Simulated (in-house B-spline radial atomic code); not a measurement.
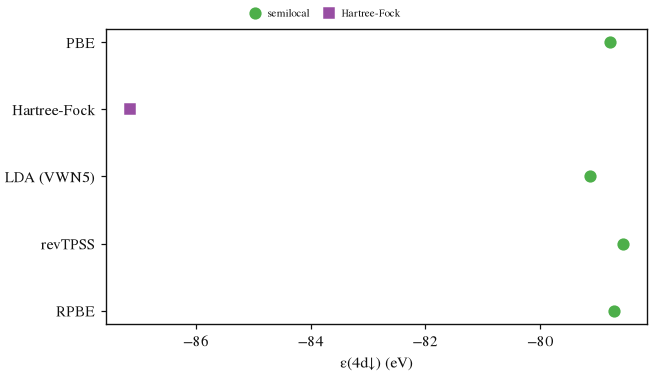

The Cd⁵⁺ ion; electrons: [Kr] 4d7 (high spin). All runs are scalar-relativistic, spin-polarised and spherical, computed with an in-house B-spline radial code (spin-free X2C). Hartree-Fock is the average over the configuration. The plot shows the eigenvalue (eV) of the 4d down orbital by 5 methods.

**Rank the methods.**

The deepest is Hartree-Fock (−87.14) and the shallowest revTPSS (−78.55), a spread of 8.59 eV. In order (eV): Hartree-Fock (−87.14), LDA (VWN5) (−79.12), PBE (−78.78), RPBE (−78.71), revTPSS (−78.55). On the whole, exact exchange removes self-interaction and deepens occupied levels.
